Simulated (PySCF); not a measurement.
Vertical excitations of a molecule C₃H₁₁BSi from TDDFT-PBE/def2-SVPD (PySCF), as energy in eV (oscillator strength): 5.90 (0.035), 5.95 (0.004), 6.67 (0.000), 6.73 (0.022), 6.76 (0.024), 6.88 (0.026), 7.26 (0.167), 7.49 (0.010), 7.60 (0.003), 7.61 (0.002). Lowest triplet (TDA): 5.36 eV. The structure is a stationary point at PBE0-D3(BJ)/def2-SVP. One conformer was computed; it need not be the lowest.

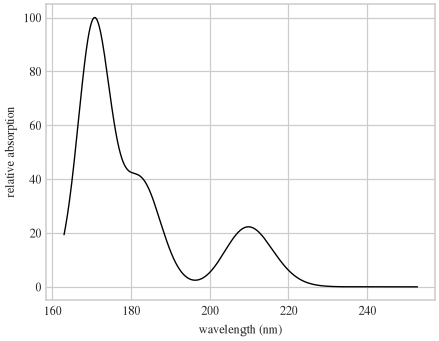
Figure: The lines broadened by 0.4 eV.

### Question
Which structure fits?
A) C[SiH2]B(C)C
B) B[Si](C)(C)C
C) CB(C)C[SiH3]

### Answer
C, CB(C)C[SiH3]
